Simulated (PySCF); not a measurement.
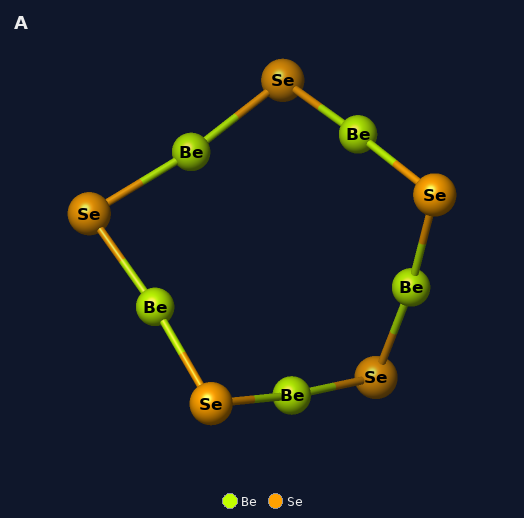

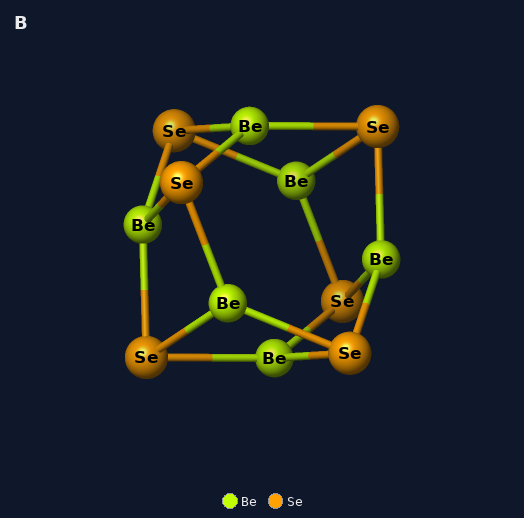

Two related species, optimised with PBE0-D3(BJ)/def2-SVP; properties computed with PySCF 2.14.0. Both: charge 0, singlet.

Question. Identify both.

Answer. A is (BeSe)5 ring, B is (BeSe)6 prism.

Compare them. With B3LYP/def2-SVPD: HOMO–LUMO gap (eV), HOMO energy (Kohn–Sham orbital) (eV), lowest vertical singlet excitation (eV), mean static polarisability (bohr³).

```csv
quantity,A,B
HOMO–LUMO gap (eV),4.60,4.00
HOMO energy (Kohn–Sham orbital) (eV),−7.09,−7.04
lowest vertical singlet excitation (eV),3.68,3.11
mean static polarisability (bohr³),215.2,223.7
```

Each is one conformer, and no frequency run is at hand to confirm it as a minimum.
